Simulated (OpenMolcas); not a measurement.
# triplet CH3NO: levels of theory compared

Aim: a comparison of 6 runs (UHF/def2-TZVP, UB3LYP/6-31G*, UBHLYP/def2-TZVP, UM06-L/def2-TZVP, USVWN5/def2-TZVP, UTPSS/def2-TZVP) of triplet CH3NO. 

Program for the calculation: OpenMolcas 26.06.

## (1) The system as given

CH3NO: 6 atoms, total charge 0, spin state triplet. SMILES of the parent species: `CN=O`. The coordinates come from a PBE0-D4/def2-TZVP relaxation. That shape belongs to the parent species and isn't relaxed for this state.

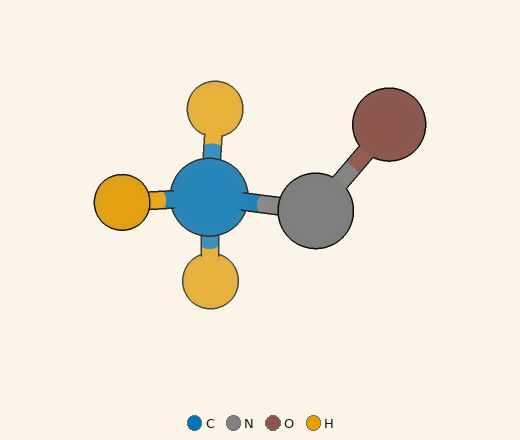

Viewed from a chosen angle; carbon blue, nitrogen grey, oxygen brown, hydrogen amber.

## (2) The energy at UHF/def2-TZVP (run 1)

File mol.input:

```
* CH3NO Hartree-Fock
>>> EXPORT MOLCAS_PRINT=2

&GATEWAY
 BasLib = $CurrDir
 Coord
 6
 angstrom
 C       -0.173320       0.295060      -0.257500
 N       -0.093510      -0.930080       0.547430
 O        0.960290      -1.089300       1.083500
 H       -0.434830      -0.011430      -1.274170
 H       -1.017200       0.873040       0.129410
 H        0.758570       0.862730      -0.228690
 Basis = def2-TZVP
 Group = NoSym

&SEWARD

&SCF
 UHF
 Spin = 3
 Thresholds = 1e-10 1e-07 1e-07 1e-05
 PrOrbitals = 0
```

The basis set def2-TZVP is read from a file made from the Basis Set Exchange's data (not shown).

Run with:

```console
$ export MOLCAS_MEM=1860
$ pymolcas mol.input > mol.log
```

Output:

```text
--- Start Module: gateway ---
[...]
--- Stop Module: gateway /rc=_RC_ALL_IS_WELL_ ---
--- Start Module: seward ---
[...]
      Basis functions          111
--- Stop Module: seward /rc=_RC_ALL_IS_WELL_ ---
[...]
--- Start Module: scf ---
[...]
       Convergence after  25 Iterations
[...]
::    Total SCF energy                               -168.8924357084
[...]
      Total spin, S                                     1.0107792601
[...]
      Total electronic charge=   24.000000
      Total            charge=   -0.000000
[...]
      Dipole Moment (debye):
      Origin of the operator (angstrom)=    0.2504   -0.5590    0.4558
                   X= -5.8460E-01               Y=  1.8379E+00               Z= -1.3998E+00           Total=  2.3831E+00
      Quadrupole Moment (debye*angstrom):
[...]
--- Stop Module: scf /rc=_RC_ALL_IS_WELL_ ---
[...]
```

It took 21 s on 1 thread of Arm Neoverse V1, shared host; peak memory 0.66 GiB.

## (3) A single-point energy at UB3LYP/6-31G(d) (spherical functions) (run 2)

File mol.input:

```
&GATEWAY
  BasLib = $CurrDir
  Coord
  6
  angstrom
  C       -0.173320       0.295060      -0.257500
  N       -0.093510      -0.930080       0.547430
  O        0.960290      -1.089300       1.083500
  H       -0.434830      -0.011430      -1.274170
  H       -1.017200       0.873040       0.129410
  H        0.758570       0.862730      -0.228690
  Basis = 6-31Gs
  Group = NoSym

&SEWARD
  GridInput
  Grid=UltraFine
  End of Grid

&SCF
  UHF
  Spin = 3
  KSDFT = B3LYP
  Thresholds = 1e-10 1e-07 1e-07 1e-05
  PrOrbitals = 1 1
```

The basis set 6-31G* is read from a file made from the Basis Set Exchange's data (not shown).

Run with:

```console
$ export MOLCAS_MEM=1860
$ pymolcas mol.input > mol.log
```

Output:

```text
--- Start Module: gateway ---
[...]
--- Stop Module: gateway /rc=_RC_ALL_IS_WELL_ ---
--- Start Module: seward ---
[...]
      Basis functions           48
--- Stop Module: seward /rc=_RC_ALL_IS_WELL_ ---
--- Start Module: scf ---
[...]
       Convergence after  20 Iterations
[...]
::    Total KS-DFT energy                            -169.7585074501
[...]
      Total spin, S                                     1.0018425256
[...]
      Total electronic charge=   24.000000
      Total            charge=   -0.000000
[...]
      Dipole Moment (debye):
      Origin of the operator (angstrom)=    0.2504   -0.5590    0.4558
                   X= -6.6725E-01               Y=  1.6679E+00               Z= -1.3269E+00           Total=  2.2334E+00
      Quadrupole Moment (debye*angstrom):
[...]
--- Stop Module: scf /rc=_RC_ALL_IS_WELL_ ---
[...]
```

It took 21 s on 1 thread of Arm Neoverse V1, shared host; peak memory 0.38 GiB.

Run 3 isn't shown in full; the table further down has it.

## (4) A single-point energy at UM06-L/def2-TZVP (run 4)

File mol.inp:

```
&GATEWAY
BasLib
$CurrDir
BasisSet
C.def2-TZVP....
C1 -0.173320 0.295060 -0.257500 angstrom
End of Basis
BasisSet
N.def2-TZVP....
N2 -0.093510 -0.930080 0.547430 angstrom
End of Basis
BasisSet
O.def2-TZVP....
O3 0.960290 -1.089300 1.083500 angstrom
End of Basis
BasisSet
H.def2-TZVP....
H4 -0.434830 -0.011430 -1.274170 angstrom
H5 -1.017200 0.873040 0.129410 angstrom
H6 0.758570 0.862730 -0.228690 angstrom
End of Basis
&SEWARD
GridInput
Grid=UltraFine
End of Grid
&SCF
UHF
Spin
3
KSDFT
M06L
Thresholds
1e-10 1e-07 1e-07 1e-05
PrOrbitals
0
```

The basis set def2-TZVP is read from a file made from the Basis Set Exchange's data (not shown).

Run with:

```console
$ export MOLCAS_MEM=1860
$ pymolcas mol.inp > mol.log
```

Output:

```text
--- Start Module: gateway ---
[...]
--- Stop Module: gateway /rc=_RC_ALL_IS_WELL_ ---
--- Start Module: seward ---
[...]
      Basis functions          111
--- Stop Module: seward /rc=_RC_ALL_IS_WELL_ ---
[...]
--- Start Module: scf ---
[...]
       Convergence after  21 Iterations
[...]
::    Total KS-DFT energy                            -169.8070836254
[...]
      Total spin, S                                     1.0028583591
[...]
      Total electronic charge=   24.000000
      Total            charge=   -0.000000
[...]
      Dipole Moment (debye):
      Origin of the operator (angstrom)=    0.2504   -0.5590    0.4558
                   X= -6.3150E-01               Y=  1.6113E+00               Z= -1.2764E+00           Total=  2.1504E+00
      Quadrupole Moment (debye*angstrom):
[...]
--- Stop Module: scf /rc=_RC_ALL_IS_WELL_ ---
[...]
```

Run time: 1.8 min. Hardware: 1 thread of Arm Neoverse V1, shared host; peak memory 0.66 GiB.

Run 5 isn't shown in full; the table further down has it.

## (5) A single-point energy at UTPSS/def2-TZVP (run 6)

File run.input:

```
* CH3NO Kohn-Sham DFT
&GATEWAY
BasLib=$CurrDir
Coord
6
angstrom
C       -0.173320       0.295060      -0.257500
N       -0.093510      -0.930080       0.547430
O        0.960290      -1.089300       1.083500
H       -0.434830      -0.011430      -1.274170
H       -1.017200       0.873040       0.129410
H        0.758570       0.862730      -0.228690
Basis=def2-TZVP
Group=NoSym
&SEWARD
GridInput
Grid=UltraFine
End of Grid
&SCF
UHF
Spin=3
KSDFT=2
1.0 MGGA_X_TPSS
1.0 MGGA_C_TPSS
Thresholds=1e-10 1e-07 1e-07 1e-05
PrOrbitals=1 1
```

The basis set def2-TZVP is read from a file made from the Basis Set Exchange's data (not shown).

Run with:

```console
$ export MOLCAS_MEM=1860
$ pymolcas run.input > run.log
```

Output:

```text
--- Start Module: gateway ---
[...]
--- Stop Module: gateway /rc=_RC_ALL_IS_WELL_ ---
--- Start Module: seward ---
[...]
      Basis functions          111
--- Stop Module: seward /rc=_RC_ALL_IS_WELL_ ---
[...]
--- Start Module: scf ---
[...]
       Convergence after  19 Iterations
[...]
::    Total KS-DFT energy                            -169.8616349298
[...]
      Total spin, S                                     1.0017015185
[...]
      Total electronic charge=   24.000000
      Total            charge=   -0.000000
[...]
      Dipole Moment (debye):
      Origin of the operator (angstrom)=    0.2504   -0.5590    0.4558
                   X= -6.8289E-01               Y=  1.6596E+00               Z= -1.3281E+00           Total=  2.2326E+00
      Quadrupole Moment (debye*angstrom):
[...]
--- Stop Module: scf /rc=_RC_ALL_IS_WELL_ ---
[...]
```

It took 1.7 min on 1 thread of Arm Neoverse V1, shared host; peak memory 0.66 GiB.

## (6) Overview of the runs

| run | level | integration grid | energy (Eh) | dipole moment (D) | HOMO energy (eV) | LUMO energy (eV) | wall time |
| --- | --- | --- | --- | --- | --- | --- | --- |
| 1 | UHF/def2-TZVP | – | -168.892436 | 2.38 | -10.56 | 2.36 | 21 s |
| 2 | UB3LYP/6-31G* (spherical functions) | UltraFine | -169.758507 | 2.23 | -5.02 | -2.86 | 21 s |
| 3 | UBHLYP/def2-TZVP | UltraFine | -169.738019 | 2.38 | -7.49 | -1.47 | 83 s |
| 4 | UM06-L/def2-TZVP | UltraFine | -169.807084 | 2.15 | -4.07 | -3.91 | 1.8 min |
| 5 | USVWN5/def2-TZVP | UltraFine | -168.482467 | 2.30 | -3.94 | – | 45 s |
| 6 | UTPSS/def2-TZVP | UltraFine | -169.861635 | 2.23 | -4.02 | – | 1.7 min |

## (7) What came out

| quantity | value |
| --- | --- |
| run 6: total energy | -169.86163 Eh |
| run 6: dipole moment | 2.23 D |
| run 6: HOMO energy (highest over α and β) | -4.02 eV |
| run 6: ⟨S²⟩ | 2.005 |

What this shows: The dipole moment (its size) runs from 2.15 D (UM06-L/def2-TZVP) to 2.38 D (UHF/def2-TZVP). Totals of different functionals can't be ranked against each other. All runs together took 6.4 min, the longest 1.8 min.
